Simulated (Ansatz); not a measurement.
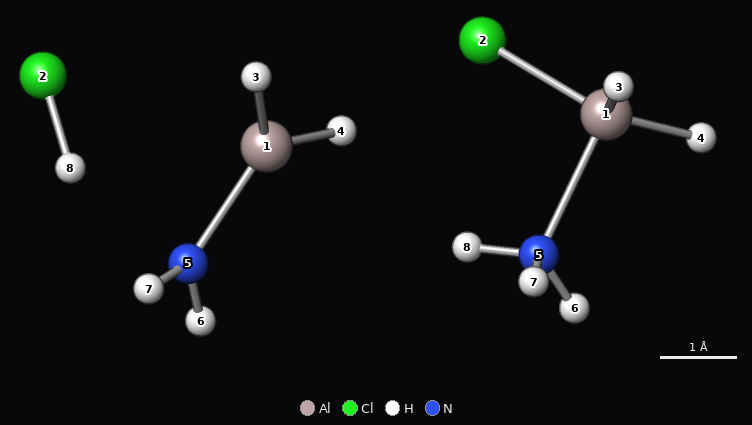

Two geometries of AlNH$_{5}$Cl, drawn at one scale. One is the start of a relaxation, the other its converged end. The picture is a ball-and-stick view, seen at a tilt.

All numbers below come from RKS B3LYP/def2-SVP in Ansatz. (no spin polarisation; force threshold 0.03 eV/Å; at most 50 steps)

Question: Which of the two is the end point?

Answer: The right one is the relaxed one. The run prepares an end point of a later path (reaction) calculation, from a guessed geometry. After 15 geometry steps the energy has fallen by 188.1 kJ/mol. Largest force component: 1.3 eV/Å at the start, 0.0085 eV/Å at the end. The atom that moves furthest after the best rigid fit is H8 (1.19 Å). By element the largest moves are H 1.19 Å, Cl 0.97 Å, Al 0.71 Å, N 0.39 Å. Among the contacts that change: Cl2–H8 1.341 → 2.863 Å, Al1–Cl2 3.428 → 2.170 Å, N5–H8 2.252 → 1.025 Å, Al1–N5 1.876 → 2.077 Å. New bonds form, among them: Al1–Cl2 (3.43 → 2.17 Å), N5–H8 (2.25 → 1.02 Å). Bonds break, among them: Cl2–H8 (1.34 → 2.86 Å). Bond angles that change, for instance: H3–Al1–N5 116.9° → 101.4°, H4–Al1–N5 116.5° → 101.6°, Al1–N5–H6 123.1° → 113.1°.

Limits of the set-up: the start holds two separate molecules, 2.3 Å apart at their closest, whose relative position is a soft coordinate and is computed without a dispersion correction.
